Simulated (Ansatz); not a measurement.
**Run report: Si16O, molecular dynamics (part 3 of 3)**

Continued. System: Si16O (defect cell, 17 atoms in the cell). Method: DFT PBE, scalar-relativistic, plane waves, PAW, PAW set soft_1, spin-polarised (Ansatz 0.2.0); cutoff 420 eV, 2×2×2 k-mesh, Fermi–Dirac smearing of 0.05 eV, collinear spins. It belongs to a series of runs on one base structure; here: dynamics from the last frame of the run before.

Geometry of the input (Å; fractional positions):
```
0.0000  5.4300  5.4300
5.4300  0.0000  5.4300
5.4300  5.4300  0.0000
Si -0.0066  -0.0021  -0.0003
Si 0.1200  0.1261  0.1198
Si -0.0040  -0.0140  0.4944
Si 0.1514  0.0705  0.6278
Si 0.0040  0.5002  0.0031
Si 0.1262  0.6222  0.1336
Si 0.0464  0.4424  0.5081
Si 0.1301  0.6104  0.6289
Si 0.4936  0.0161  -0.0066
Si 0.6187  0.1772  0.0800
Si 0.5055  0.0493  0.4510
Si 0.6194  0.1328  0.6192
Si 0.4983  0.5478  -0.0227
Si 0.6298  0.6412  0.1267
Si 0.5045  0.5016  0.5034
Si 0.6746  0.5800  0.6201
O  0.6970  0.8148  0.4391
```

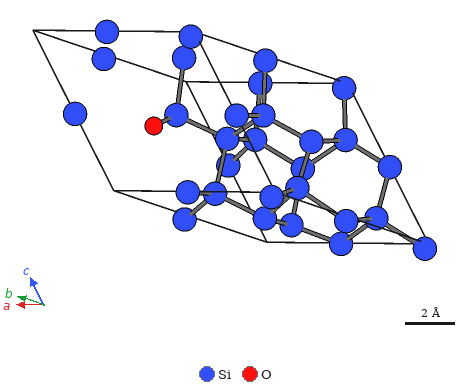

**Figure 1.** The geometry at step 57 of the log (ball-and-stick view of the cell of the calculation, seen at an oblique angle).

Trajectory as extended XYZ, continued
```
17
Lattice="0.0000 5.4300 5.4300 5.4300 0.0000 5.4300 5.4300 5.4300 0.0000" Properties=species:S:1:pos:R:3:forces:R:3 step=16 time_fs=24.0 energy=-10737.36546 temperature=454.2
Si   -0.0158    0.0773    0.0144   -1.1014  -1.6799  -0.8768
Si    1.2868    1.2018    1.3982    0.6972   1.7082   0.0081
Si    2.4806    2.6394   -0.0932    0.9752  -1.1702   0.0470
Si    3.7193    4.1842    1.1336    0.7550   0.2744   0.9042
Si    2.8228    0.1855    2.7249   -0.4303  -2.1248   0.4073
Si    4.1563    1.4475    4.0366   -0.3645   0.8078   1.4866
Si    5.1933    2.9842    2.6693   -0.3700   1.4199  -0.1739
Si    6.7626    4.1390    4.0895   -0.4254   1.1495  -0.8627
Si    0.0522    2.6555    2.6862   -0.1452   0.1673   1.8456
Si    1.4137    3.9453    4.3602   -0.6148  -1.6996   0.3636
Si    2.7243    5.1753    3.0335    0.4013  -0.2405  -1.2468
Si    4.0662    6.6299    4.0940    0.5909   1.6890   0.2494
Si    2.8341    2.6296    5.8268   -0.0604  -0.3213  -2.0551
Si    4.1921    4.1301    6.8490   -0.1936   0.4513   1.1560
Si    5.4822    5.5497    5.5964   -0.6364  -1.7094  -2.5858
Si    6.4513    7.0704    6.7748    1.6400   0.1379   2.4701
O     6.8141    6.0984    8.1845   -0.7176   1.1404  -1.1369
17
Lattice="0.0000 5.4300 5.4300 5.4300 0.0000 5.4300 5.4300 5.4300 0.0000" Properties=species:S:1:pos:R:3:forces:R:3 step=25 time_fs=37.5 energy=-10737.48462 temperature=806.3
Si   -0.1081   -0.0119    0.0617    0.1351   1.0249  -0.6641
Si    1.2686    1.3003    1.4233    0.4004  -0.2910  -0.1634
Si    2.4219    2.5965   -0.1065    1.1252  -0.0418  -0.6477
Si    3.6935    4.2121    1.0923   -0.4180  -0.7407   1.4580
Si    2.8866    0.1352    2.7052   -2.0149   0.0492   1.2631
Si    4.1195    1.5487    4.0812   -0.0909  -0.3831   0.9704
Si    5.1955    3.0742    2.6718   -1.2139   0.3929  -0.7524
Si    6.6365    4.1574    4.0456    1.5854   0.7419  -0.1347
Si    0.0259    2.6714    2.7588    0.0721   0.7745   1.4263
Si    1.3781    4.0329    4.3937   -0.8129  -3.0585   0.9552
Si    2.7452    5.1096    3.0997    0.8020   1.4302  -2.2732
Si    4.1198    6.6470    4.0905   -0.5750   1.1676   0.2393
Si    2.8214    2.5667    5.8714    0.2133   0.9575  -2.1140
Si    4.1209    4.1522    6.9349    0.9358  -0.7467  -0.4063
Si    5.4429    5.4870    5.5227    0.1442   0.0434   0.1951
Si    6.4848    7.0919    6.8680   -0.1713  -0.9467  -0.0173
O     6.9406    6.2067    8.1730   -0.1165  -0.3736   0.6656
17
Lattice="0.0000 5.4300 5.4300 5.4300 0.0000 5.4300 5.4300 5.4300 0.0000" Properties=species:S:1:pos:R:3:forces:R:3 step=33 time_fs=49.5 energy=-10737.17698 temperature=769.9
Si   -0.1093   -0.0015    0.0360   -0.5537   1.6396   0.5597
Si    1.2374    1.3584    1.4884    0.4655  -0.9851  -0.4663
Si    2.4046    2.5855   -0.0539    1.1559   0.1710  -1.3534
Si    3.6913    4.1965    1.1181   -0.0037  -0.6006   0.7364
Si    2.8570    0.1370    2.7798   -2.2456   0.0880   0.7068
Si    4.0725    1.5450    4.1214    0.6332  -0.0565   0.2284
Si    5.1961    3.0977    2.6561   -1.2263  -0.5724  -0.6989
Si    6.6238    4.1566    4.0059    1.8677   0.5464   0.6792
Si    0.0144    2.7099    2.8286    0.3414   0.9536   1.2264
Si    1.3181    4.0480    4.4723    1.1405  -2.7859  -0.5967
Si    2.8360    5.1079    3.0946   -0.9496  -0.2945  -1.3763
Si    4.1218    6.6454    3.9832   -0.1075   1.5538   1.8686
Si    2.7662    2.5098    5.8057    0.9118   2.1692  -1.0264
Si    4.0854    4.1253    7.0486    0.7028  -0.7119  -1.9434
Si    5.3986    5.4461    5.4593    0.1639   0.5719   1.4205
Si    6.5594    7.0730    6.9327   -1.7563  -1.4561  -0.6950
O     7.0021    6.1588    8.1954   -0.5399  -0.2304   0.7303
17
Lattice="0.0000 5.4300 5.4300 5.4300 0.0000 5.4300 5.4300 5.4300 0.0000" Properties=species:S:1:pos:R:3:forces:R:3 step=41 time_fs=61.5 energy=-10737.66907 temperature=935.0
Si   -0.1840    0.0365    0.0119    0.5531   0.4187   0.6200
Si    1.2153    1.3255    1.4748   -0.0489  -0.3283   0.2126
Si    2.4779    2.5498   -0.0385    0.1781   0.6176  -0.9602
Si    3.7006    4.1694    1.1938    0.2499  -0.5839  -0.8466
Si    2.7031    0.0676    2.8761    0.3110   0.6051  -0.6427
Si    4.0803    1.6080    4.1568   -0.1630  -1.3908  -0.9389
Si    5.1321    3.0647    2.6670    0.3628  -0.5306  -0.5578
Si    6.6374    4.1703    3.9892    0.6139  -0.4860   1.4020
Si   -0.0434    2.7269    2.9369    1.4736   0.4996  -0.6354
Si    1.2836    3.9180    4.5068    0.8720  -0.3046  -0.8857
Si    2.8863    5.0871    3.0550   -1.4778  -0.2047   0.5776
Si    4.0865    6.7332    4.0117   -0.6003  -0.2132   1.9962
Si    2.7624    2.5520    5.7046   -0.1396   1.3603   1.1722
Si    4.1007    4.0676    7.0386   -0.2509   0.8433  -1.3054
Si    5.4188    5.5033    5.4582   -0.1878  -0.1016   1.2155
Si    6.5734    6.9906    6.9582   -1.4042   0.5254  -2.1046
O     7.0253    6.0990    8.1765   -0.3420  -0.7264   1.6813
17
Lattice="0.0000 5.4300 5.4300 5.4300 0.0000 5.4300 5.4300 5.4300 0.0000" Properties=species:S:1:pos:R:3:forces:R:3 step=49 time_fs=73.5 energy=-10737.02341 temperature=769.2
Si   -0.1899    0.0680    0.1175    1.0656   0.3845  -0.5854
Si    1.2950    1.3097    1.4535   -0.4543  -0.1379   1.4384
Si    2.5404    2.5421   -0.0375   -1.0426   1.4526  -0.2388
Si    3.7486    4.1389    1.1985   -0.1582  -0.5037  -0.6355
Si    2.6635   -0.0302    2.9787    1.7592   2.3082  -1.7859
Si    4.1222    1.6864    4.1689   -0.9798  -2.8249   0.2072
Si    5.0886    3.0264    2.6866    1.7194   0.0187  -0.9513
Si    6.6437    4.1704    4.0043   -1.0160  -1.4842   2.1427
Si   -0.0296    2.7921    2.9835    0.5083  -0.9926  -1.1435
Si    1.2761    3.8660    4.5197    0.1850   0.8646  -0.3022
Si    2.8551    4.9905    3.0622    0.9188  -0.4945   1.6471
Si    3.9996    6.8106    4.1476    1.0617  -1.4524  -0.2059
Si    2.7642    2.6289    5.6983   -0.0460   0.3357   1.5170
Si    4.0935    4.0972    7.0272   -0.0661   0.7259  -0.6063
Si    5.3982    5.5284    5.5108   -0.1161  -0.2029   0.7141
Si    6.6127    6.9409    6.9938   -1.1344   0.8358  -1.6848
O     7.1071    6.0215    8.1978   -2.2048   1.1669   0.4730
17
Lattice="0.0000 5.4300 5.4300 5.4300 0.0000 5.4300 5.4300 5.4300 0.0000" Properties=species:S:1:pos:R:3:forces:R:3 step=57 time_fs=85.5 energy=-10736.71136 temperature=743.8
Si   -0.2084    0.1123    0.1911    2.0144   0.1280  -0.9412
Si    1.3977    1.3039    1.4916   -0.8825  -0.0565   1.3082
Si    2.6260    2.5503    0.0081   -2.5822   1.1365  -0.5730
Si    3.7811    4.0929    1.1201    0.1825   0.1371   1.3077
Si    2.7212   -0.0385    2.9921   -0.2061   1.3702  -0.2064
Si    4.1463    1.6411    4.1753   -1.3869  -2.6431   0.6799
Si    5.1002    2.9674    2.7249    1.0152   0.7834  -1.6304
Si    6.5471    4.1123    4.0744    0.9482  -0.0622   1.5075
Si    0.0455    2.7985    2.9802   -0.7553  -1.8852  -1.3520
Si    1.2619    3.8174    4.5153    0.2448   1.6177   0.6297
Si    2.8873    4.8821    3.0810   -0.0106   0.6660   0.6814
Si    3.9754    6.7754    4.2356    1.9885  -1.3825  -1.7419
Si    2.8175    2.6769    5.7022   -0.6840  -0.3027   1.4439
Si    4.0462    4.1054    7.0878    1.0096   0.2727  -0.7983
Si    5.3560    5.5321    5.5756   -0.0182  -0.5859   0.7782
Si    6.5608    6.9699    7.0148    0.7227  -0.6447  -0.3664
O     7.1403    6.0007    8.2498   -1.6004   1.4511  -0.7270
17
Lattice="0.0000 5.4300 5.4300 5.4300 0.0000 5.4300 5.4300 5.4300 0.0000" Properties=species:S:1:pos:R:3:forces:R:3 step=65 time_fs=97.5 energy=-10736.59951 temperature=740.0
Si   -0.2144    0.1159    0.1706    2.4274  -0.6781   0.2733
Si    1.4045    1.2960    1.5834   -1.0875   0.4902  -0.5709
Si    2.5841    2.5981    0.0307   -2.2001  -0.3578  -1.3813
Si    3.8191    4.0351    1.1118    0.1544   1.1457   1.6270
Si    2.8002    0.0576    2.8974   -1.6730   0.6350   2.1966
Si    4.1996    1.5358    4.1985   -1.8571  -0.1178  -0.1796
Si    5.1230    2.9846    2.7133    0.2003  -0.0155  -0.7102
Si    6.4887    4.1034    4.1052    1.9316   0.9986   1.3413
Si    0.0552    2.7310    2.9279   -1.0999  -1.3405   0.0119
Si    1.1696    3.7782    4.5760    0.3075   1.8109  -0.5747
Si    2.9155    4.9183    3.0751   -1.7988   1.0408   0.4034
Si    3.9856    6.6425    4.3163    0.5404   0.6498  -1.9423
Si    2.7783    2.7243    5.7154    0.3289  -0.8489   0.8891
Si    4.0048    4.1337    7.1548    1.8864  -1.1248  -1.8741
Si    5.3140    5.5339    5.6625    0.9805  -1.2034   0.9850
Si    6.5630    7.0182    7.0228    0.3525  -0.0686  -1.4602
O     7.1136    6.1264    8.2433    0.6066  -1.0157   0.9658
17
Lattice="0.0000 5.4300 5.4300 5.4300 0.0000 5.4300 5.4300 5.4300 0.0000" Properties=species:S:1:pos:R:3:forces:R:3 step=74 time_fs=111.0 energy=-10737.38440 temperature=1135.7
Si   -0.1283    0.0375    0.1423    2.0390  -0.1623   0.2111
Si    1.3157    1.3583    1.6286    0.0213  -0.6117  -1.1425
Si    2.5199    2.6209    0.0638   -0.7471  -0.3887  -1.4037
Si    3.8279    4.0927    1.1351   -0.3866   0.3310   1.7960
Si    2.7742    0.0636    2.9241   -1.4237   0.6774   1.2392
Si    4.1978    1.4363    4.1977   -1.4302   1.1239  -0.0544
Si    5.1986    2.9899    2.7125   -0.6278  -0.0406  -0.1623
Si    6.5624    4.1767    4.1158    1.2902  -0.0124   1.0565
Si   -0.0666    2.6320    2.8929   -0.7667  -0.1376   1.2819
Si    1.2125    3.7348    4.5268   -0.7768   2.0820  -2.0776
Si    2.8017    5.0149    3.0440   -0.5991   0.0045   0.5327
Si    4.0242    6.5927    4.3147   -0.4844   0.7434  -0.9832
Si    2.6774    2.7385    5.7578    2.6423  -1.1881   0.1275
Si    4.0096    4.1460    7.1220    0.8614  -1.0882  -1.1311
Si    5.3424    5.4639    5.7053    0.8141  -0.4992   0.1237
Si    6.5404    7.0614    6.8932    0.3267  -1.2825   1.0238
O     7.1442    6.2502    8.2396   -0.7526   0.4492  -0.4376
17
Lattice="0.0000 5.4300 5.4300 5.4300 0.0000 5.4300 5.4300 5.4300 0.0000" Properties=species:S:1:pos:R:3:forces:R:3 step=82 time_fs=123.0 energy=-10737.73190 temperature=1050.9
Si    0.0165   -0.0550    0.2168    0.7133   0.4314  -1.0792
Si    1.3512    1.3850    1.6114   -1.0768  -0.2293  -0.4701
Si    2.4447    2.6515    0.0287    0.7403  -0.0522  -1.2069
Si    3.8025    4.1422    1.1799   -0.6521   0.0363   0.4588
Si    2.6685    0.1031    2.9858    1.3569   0.3811  -0.6246
Si    4.1322    1.3751    4.2612    0.2454   1.2340   0.1014
Si    5.1945    3.0523    2.6370    0.0469  -0.8093   1.2649
Si    6.6787    4.2789    4.1241   -1.3148  -1.7584   0.9474
Si   -0.2144    2.5790    2.9019    1.0499   0.2377   0.1649
Si    1.2820    3.7040    4.3735   -0.5055   1.3517  -0.7394
Si    2.7334    5.0562    2.9981   -0.5731   0.4353   0.8462
Si    4.0117    6.6030    4.2300   -0.9300  -0.1901   0.7886
Si    2.6895    2.6808    5.7934    2.2159  -0.3634  -1.2971
Si    4.0225    4.1164    7.0630   -0.4496   0.1822   0.2045
Si    5.3674    5.4568    5.7120    0.2535  -0.2287  -0.8280
Si    6.5677    7.0166    6.8467   -0.8625  -0.4746   2.1639
O     7.0676    6.3479    8.3184   -0.2576  -0.1835  -0.6953
17
Lattice="0.0000 5.4300 5.4300 5.4300 0.0000 5.4300 5.4300 5.4300 0.0000" Properties=species:S:1:pos:R:3:forces:R:3 step=90 time_fs=135.0 energy=-10736.94446 temperature=993.4
Si    0.1027   -0.0670    0.3080   -0.4911  -0.4510  -1.8656
Si    1.3778    1.3859    1.5648   -0.8606   0.7090  -0.3899
Si    2.4206    2.7078   -0.1076    0.8483  -0.2868   0.1664
Si    3.7651    4.1301    1.2626   -0.1163   0.1623  -2.3602
Si    2.6217    0.1547    3.0123    2.7540   0.8586  -1.1221
Si    4.1238    1.3921    4.3532    0.6188   0.7544  -0.3287
Si    5.1606    3.1055    2.6148    0.6024  -1.5000   2.2557
Si    6.6799    4.3362    4.0859   -2.2515  -2.0378   1.1513
Si   -0.2512    2.5336    2.8605    1.3578   1.2201  -0.5435
Si    1.3262    3.6909    4.2678   -0.7706   1.1300  -0.0873
Si    2.6718    5.0902    2.8723   -0.3354   0.4732   2.8392
Si    3.9527    6.6612    4.1852   -0.4353  -1.3178   1.1996
Si    2.7310    2.7202    5.7793    0.4784  -0.9857  -1.0454
Si    3.9917    4.1657    6.9939    0.0308   0.2191   1.2951
Si    5.4226    5.4931    5.7370   -0.8686  -0.4317  -1.8105
Si    6.5353    7.0148    6.8861    0.0644   1.2646   1.2834
O     7.0299    6.3672    8.3481   -0.6255   0.2195  -0.6374
```
